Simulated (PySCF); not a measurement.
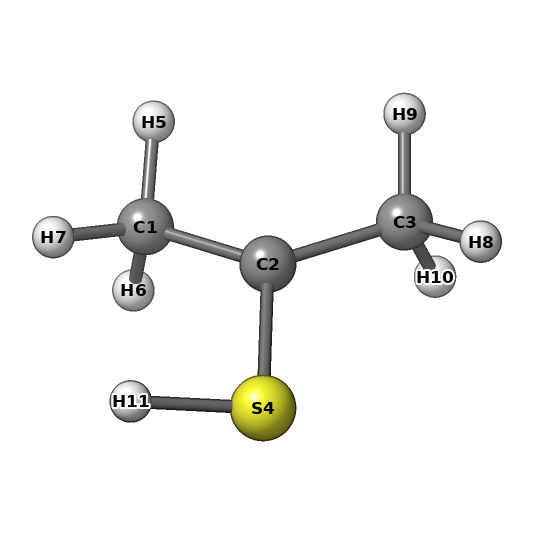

State: neutral, doublet. Computed geometry: GFN2-xTB optimisation. No frequency run is at hand to confirm it as a minimum. Level of theory: UKS B3LYP, pcH-1 on C H S, non-relativistic (PySCF 2.14.0). Fermi-contact and spin-dipolar terms alone, no spin-orbit part.

### Which nucleus has the largest dipolar (anisotropic) hyperfine coupling?

13C at C2: principal values −74.6, −73.8, 148.4 MHz.

List the isotropic and dipolar parts for the most strongly coupled nuclei, one of each equivalent set.

| atom | isotope | a_iso (MHz) | dipolar part (MHz) |
| --- | --- | --- | --- |
| C2 | 13C | 151.8 | −74.6, −73.8, 148.4 |
| S4 | 33S | 2.0 | −18.5, −13.8, 32.3 |
| H5 | 1H | 20.2 | −5.2, −4.1, 9.3 |
| H9 | 1H | 41.6 | −4.9, −4.2, 9.1 |
| H7 | 1H | 30.2 | −4.8, −4.1, 8.9 |
| H8 | 1H | 18.1 | −4.6, −3.9, 8.5 |
| H10 | 1H | 117.5 | −4.1, −3.0, 7.1 |
| H6 | 1H | 116.2 | −4.1, −3.0, 7.1 |
